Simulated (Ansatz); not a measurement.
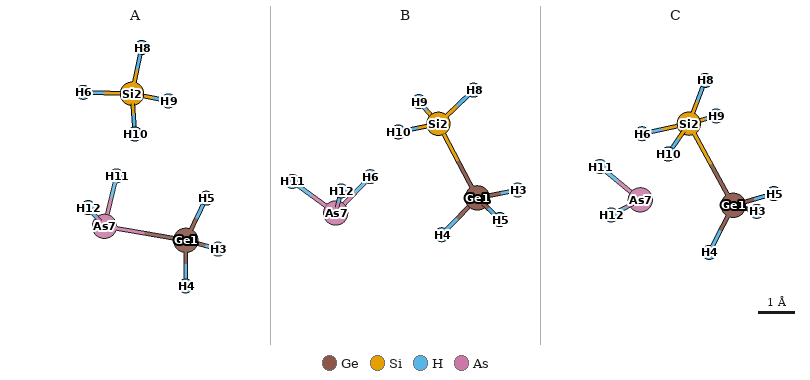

Three geometries of GeSiAsH9: a saddle point and the two minima that it joins, in shuffled order. A ball-and-stick model, seen at a tilt. Sticks join atoms that are closer than about 1.2 times the sum of their covalent radii (a little more with hydrogen).

Stationary points at PBE0-D4/def2-TZVP, single-point energies with wB97M-V, BLYP-D4, CCSD(T)/CBS, B97M-V, PBE0-D4, B3LYP-D4 (def2-TZVPP where no basis is named; Ansatz 0.2.0). The energies are electronic, without zero-point or thermal terms, and both ends are the minima reached downhill from the saddle, with any fragments still in contact. CCSD(T)/CBS stands for a frozen-core estimate: MP2 correlation extrapolated from def2-TZVPP and def2-QZVPP, CCSD(T) minus MP2 from the smaller set.

Q: Identify the saddle point and describe the reaction.

A: Frame C is the saddle point. Counted by bonded pieces, B holds AsH₃ + SiGeH₆ and A holds GeAsH₅ + SiH₄. From B over the saddle to A, bonds form: Ge1–As7 (4.29 → 2.91 → 2.43 Å), Si2–H6 (3.66 → 1.59 → 1.48 Å). Bonds break: Ge1–Si2 (2.38 → 2.61 → 4.50 Å), H6–As7 (1.52 → 2.03 → 4.01 Å). The saddle has one imaginary mode, 823i cm⁻¹. With wB97M-V the barrier is 3.15 eV from B and 3.38 eV from A, and A lies 0.23 eV below B.

```tsv
level	barrier from B (eV)	barrier from A (eV)	A less B (eV)
wB97M-V	3.15	3.38	−0.23
BLYP-D4	2.68	2.90	−0.22
CCSD(T)/CBS	3.12	3.33	−0.21
B97M-V	2.93	3.07	−0.14
PBE0-D4	2.85	3.04	−0.19
B3LYP-D4	2.96	3.19	−0.23
```

Against CCSD(T)/CBS, wB97M-V comes closest on the barrier from B (+0.03 eV) and BLYP-D4 misses most (−0.44 eV).

Limits of the set-up: the start holds two separate molecules, 2.9 Å apart at their closest, whose relative position is a soft coordinate.
